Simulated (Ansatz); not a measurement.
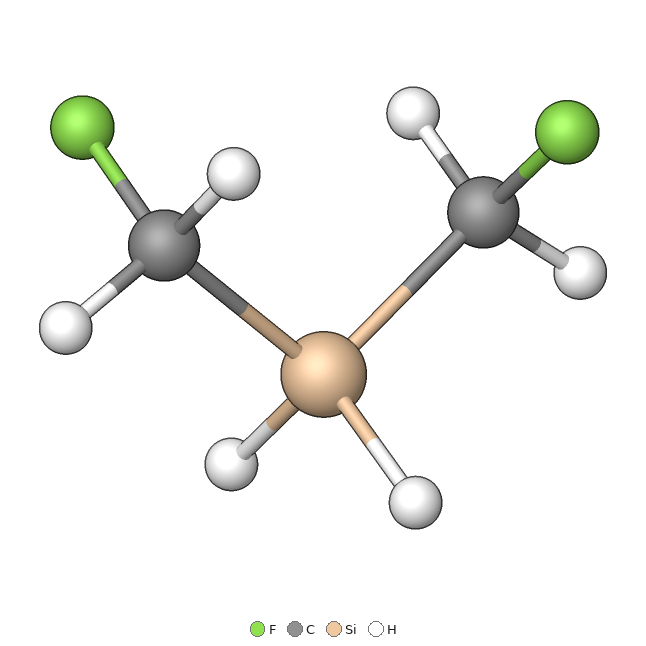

Figure made from data computed with Ansatz.

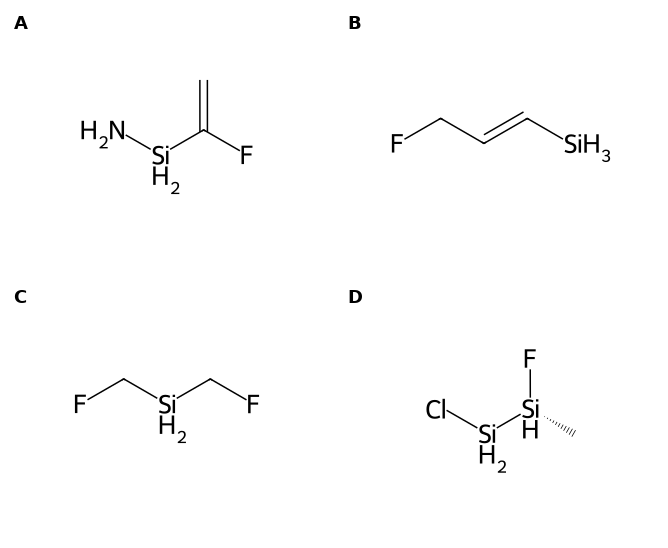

> The first picture shows one of the molecules drawn in the second. Which?

C, `FC[SiH2]CF`.
